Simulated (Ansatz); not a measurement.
# BrGaH$_{5}$N: what the fields show

```yaml
atoms:
  - { symbol: Ga, position_ang: [-0.0463, 0.4935, 0.0351] }
  - { symbol: N, position_ang: [0.0113, 0.1921, 2.1591] }
  - { symbol: H, position_ang: [-0.9290, 0.2926, 2.5366] }
  - { symbol: H, position_ang: [0.3822, -0.7064, 2.4633] }
  - { symbol: H, position_ang: [1.4735, 0.3776, -0.3407] }
  - { symbol: H, position_ang: [-1.1833, -0.4994, -0.3971] }
  - { symbol: Br, position_ang: [-0.7968, 2.7533, 0.2429] }
  - { symbol: H, position_ang: [0.5790, 0.9286, 2.5741] }
```

The calculation used RKS B3LYP-D4/def2-mTZVP (Ansatz).

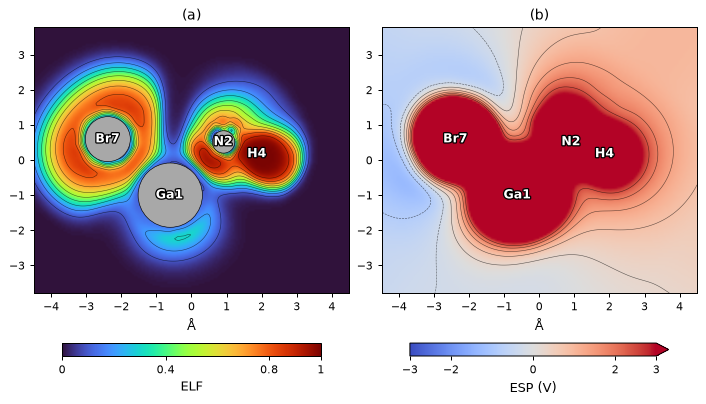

Figure 1. (a) electron localisation function; (b) molecular electrostatic potential on the plane of atoms N2, Ga1 and Br7. Grey discs cover the atomic cores in the ELF map.

**Interpret the plot.**

The section cuts through Ga, N, H and Br sites.
Ga–N (2.15 Å): the ELF peaks at about 0.95 in the valence shell of N, 0.7 Å from its nucleus, and is about 0.30 at the midpoint.
Ga–Br (2.39 Å): the ELF peaks at about 0.80 in the valence shell of Br, 1.0 Å from its nucleus, and is about 0.65 at the midpoint.
N–H (1.02 Å): the ELF climbs to about 1 towards the hydrogen, as it does in any bond to H: an ordinary covalent bond to hydrogen.
The ELF also peaks beside Br7, away from the bonds: lone-pair regions.
Outside the dense part of the molecule the potential is most negative (−1.3 V) near Br7.

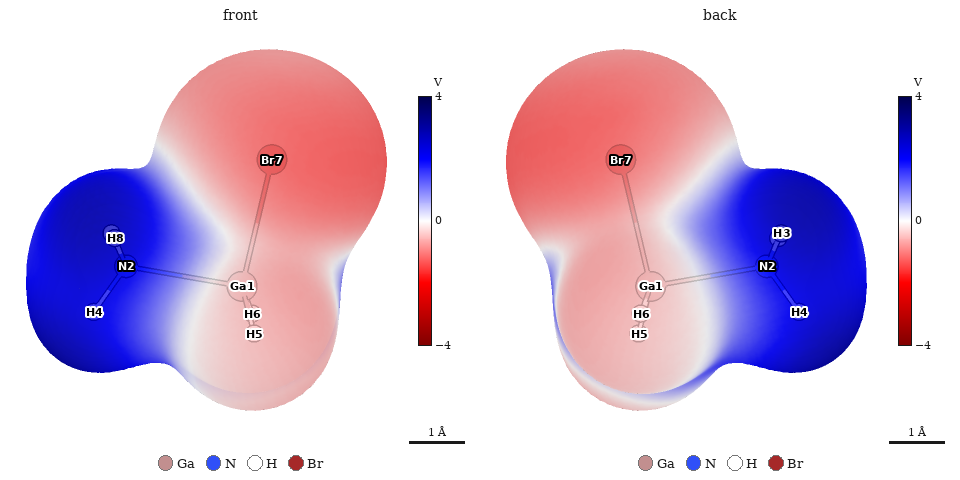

Figure 2. The electrostatic potential painted on the density surface at 0.002 e/bohr³, seen from the front and from behind; red is negative and blue positive.

**Where is the surface potential most negative and most positive?**

The most negative region (about −1.3 V, or −30 kcal/mol for a unit charge) lies over Br7, the most positive (about +3.0 V, or +69 kcal/mol for a unit charge) over H4.

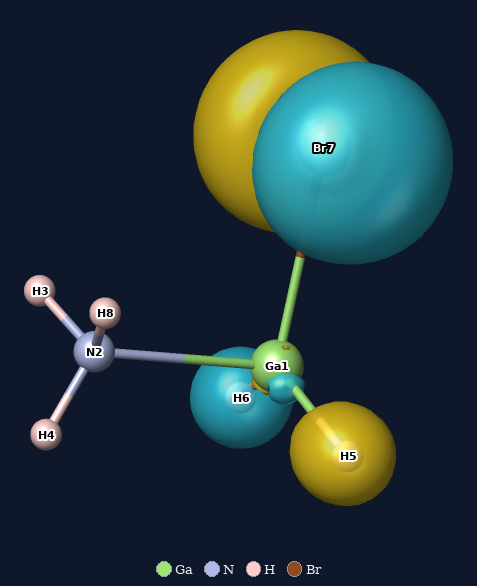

Figure 3. The HOMO at ±0.15 Å⁻³ᐟ² (yellow and cyan are the two phases), seen at a tilt.

**Where does this orbital lie, and at what energy?**

It lies mainly on Br7 (about 80 %) and Ga1 (about 10 %); largely a lone pair of Br7. Its energy is −6.95 eV.
